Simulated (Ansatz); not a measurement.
**C₃H₅B: how energies converge with the basis set**

How large a basis does C₃H₅B need? Two functionals are run in growing sets.

The runs use Ansatz 0.2.0, Gaussian basis; one geometry, several basis sets.

Plan: PBE0-D4/def2-SVP; ωB97M-V/def2-SVP; PBE0-D4/def2-QZVPP; ωB97M-V/def2-QZVPP; the functionals' def2-TZVPP values are taken from earlier runs.

1 further run of the same task is left out (it didn't finish).

## Step 1: The relaxed structure

An earlier PBE0-D4 in a triple-zeta def2 set relaxation fixed the geometry.

SMILES `CC1=CB1`, 9 atoms, charge 0, spin multiplicity 1.

Atoms are counted from 1 here; the program's logs count them from 0.

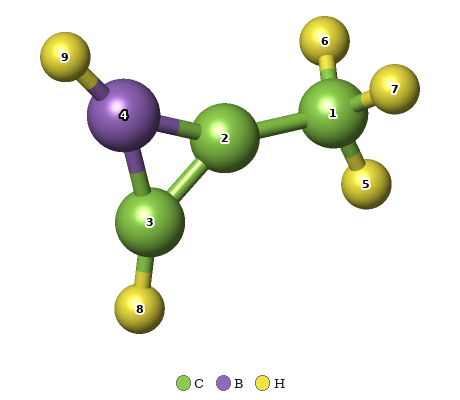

The geometry (carbon green, boron purple, hydrogen yellow); atoms are numbered from 1 in the order of the file.

## Step 2: PBE0-D4 in def2-SVP

The input, in.yaml:

```yaml
crystal:
  periodic: [false, false, false]
  atoms:
    - {symbol: C, position_ang: [-0.022144, 0.989527, -0.882723]}
    - {symbol: C, position_ang: [0.009110, -0.062240, 0.149657]}
    - {symbol: C, position_ang: [0.065836, -1.403783, 0.277483]}
    - {symbol: B, position_ang: [0.015913, -0.620546, 1.512191]}
    - {symbol: H, position_ang: [-0.016710, 0.588756, -1.898661]}
    - {symbol: H, position_ang: [-0.909521, 1.614235, -0.751588]}
    - {symbol: H, position_ang: [0.838602, 1.652466, -0.759884]}
    - {symbol: H, position_ang: [0.111547, -2.281163, -0.354825]}
    - {symbol: H, position_ang: [-0.004033, -0.523553, 2.691352]}
basis:
  gaussian: {orbitals: def2-SVP}
hamiltonian: {xc: pbe0, dispersion: d4}
output: {orbitals: {seedname: orbitals}}
```

On the command line:

```sh
> ansatz run in.yaml --threads 2 --pin off --events-out ev --progress --plain --max-ram 4352MiB
```

Further steps of the session: ωB97M-V in def2-SVP; PBE0-D4 in def2-QZVPP; ωB97M-V in def2-QZVPP.

Q: Predict the results of all the runs planned. Wanted: PBE0-D4: double and triple zeta above quadruple; ωB97M-V: double and triple zeta above quadruple.

As calculated:

```
                                       quantity          value
PBE0-D4: double and triple zeta above quadruple  4.34, 0.22 eV
ωB97M-V: double and triple zeta above quadruple  4.55, 0.20 eV
```

**Reading.** PBE0-D4 gains 4.11 eV from double to triple zeta, then 0.22 eV more. Total energies overstate the basis error of differences, where much of it tends to cancel. The LUMO of ωB97M-V is positive and keeps falling with the basis (2.57 to 1.81 eV): an unbound level that the basis holds in place.
